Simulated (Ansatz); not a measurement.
# C3H11GeNO3 (SMILES C[O][Ge]([NH2])([O]C)[O]C): what the fields show

Input file:

```
crystal:
  periodic: [false, false, false]
  atoms:
    - {symbol: C, position_ang: [-0.550296, -1.390623, 1.762362]}
    - {symbol: O, position_ang: [-1.054601, -0.732682, 0.619177]}
    - {symbol: Ge, position_ang: [0.044456, 0.235646, -0.366321]}
    - {symbol: N, position_ang: [-0.981503, 0.726024, -1.773442]}
    - {symbol: O, position_ang: [0.776152, 1.534539, 0.572566]}
    - {symbol: C, position_ang: [-0.069347, 2.470334, 1.202477]}
    - {symbol: O, position_ang: [1.467459, -0.666378, -0.854783]}
    - {symbol: C, position_ang: [1.310250, -1.762896, -1.731496]}
    - {symbol: H, position_ang: [0.253862, -2.090969, 1.510214]}
    - {symbol: H, position_ang: [-0.165085, -0.682848, 2.505419]}
    - {symbol: H, position_ang: [-1.370648, -1.952923, 2.213223]}
    - {symbol: H, position_ang: [-1.974144, 0.708668, -1.592971]}
    - {symbol: H, position_ang: [-0.719812, 1.577380, -2.246396]}
    - {symbol: H, position_ang: [0.562735, 3.219420, 1.684039]}
    - {symbol: H, position_ang: [-0.699737, 2.005164, 1.969906]}
    - {symbol: H, position_ang: [-0.725249, 2.984431, 0.488216]}
    - {symbol: H, position_ang: [2.304816, -2.062701, -2.068054]}
    - {symbol: H, position_ang: [0.706172, -1.505691, -2.608315]}
    - {symbol: H, position_ang: [0.842922, -2.618296, -1.229420]}
basis:
  gaussian: {orbitals: def2-TZVPP}
hamiltonian: {xc: pbe0, dispersion: d4}
output: {orbitals: {seedname: orbitals}}
```

Command:

```sh
ansatz run in.yaml --threads 4 --pin off --events-out ev --progress --plain --max-ram 66560MiB --backend cuda --devices 0, --max-vram 37GiB
```

Geometry: PBE0-D4/def2-TZVP.

Method: RKS PBE0-D4/def2-TZVPP (Ansatz 0.2.0).

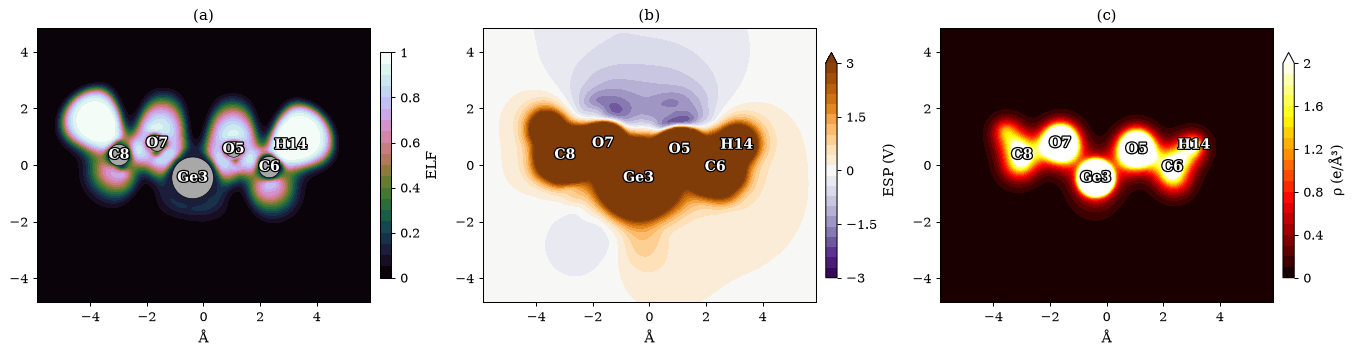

Figure 1. (a) electron localisation function; (b) molecular electrostatic potential; (c) total electron density on the plane of atoms O5, Ge3 and O7. Grey discs cover the atomic cores in the ELF map.

Read the bonding off the picture.

Answer.
- The section cuts through Ge, O, C and H sites.
- C–O (1.41 Å): ρ at the midpoint is about 2 e/Å³, with its minimum of 1.7 e/Å³ about 0.5 Å from C; the ELF peaks at about 0.85 between the atoms; a shared but strongly polarised pair.
- Ge–O (1.75 Å): the density is about 1.1 e/Å³ at the midpoint; the ELF peaks at about 0.85 in the valence shell of O, 0.6 Å from its nucleus, and is about 0.30 at the midpoint.
- C–H (1.09 Å): ρ is about 2.1 e/Å³ halfway; the ELF climbs to about 1 towards the hydrogen, as it does in any bond to H: an ordinary covalent bond to hydrogen.
- The ELF also peaks beside O5 and O7, away from the bonds: lone-pair regions.
- Outside the dense part of the molecule the potential is most negative (−2.0 V) near O7.

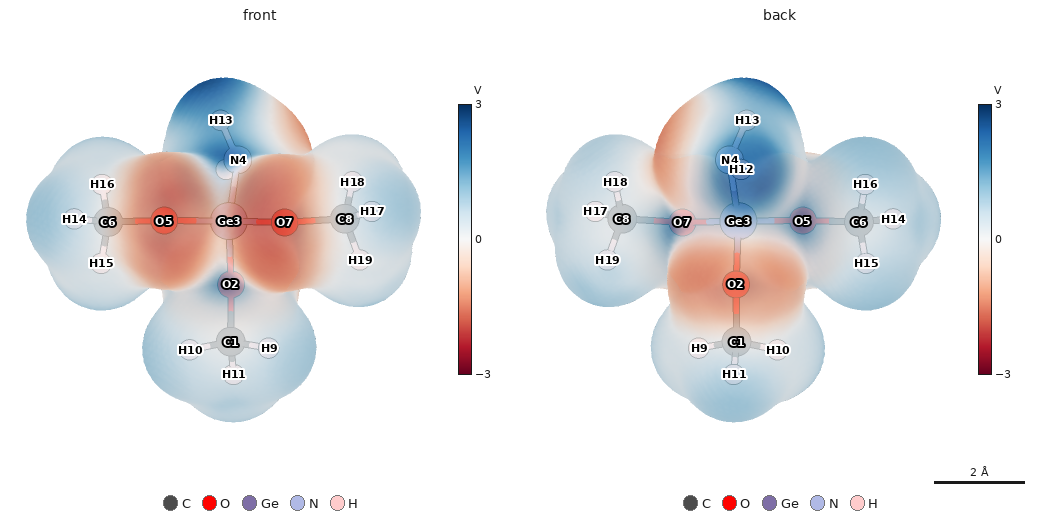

Figure 2. The electrostatic potential painted on the density surface at 0.004 e/bohr³, seen from the front and from behind; red is negative and blue positive.

Where is the surface potential most negative and most positive?

Answer. The most negative region (about −1.8 V) lies over O5 and O7, the most positive (about +2.5 V) over H12 and H13.

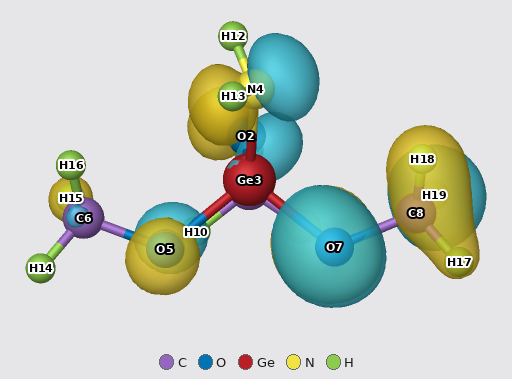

Figure 3. The HOMO−1 at ±0.1 Å⁻³ᐟ² (yellow and cyan are the two phases), seen from one side.

Describe this orbital and give its energy.

Answer. It lies mainly on O7 (about 45 %), C8 (about 10 %), N4 (about 10 %), H19 (about 5 %), O2 (about 5 %) and Ge3 (about 5 %). Its energy is −7.91 eV.
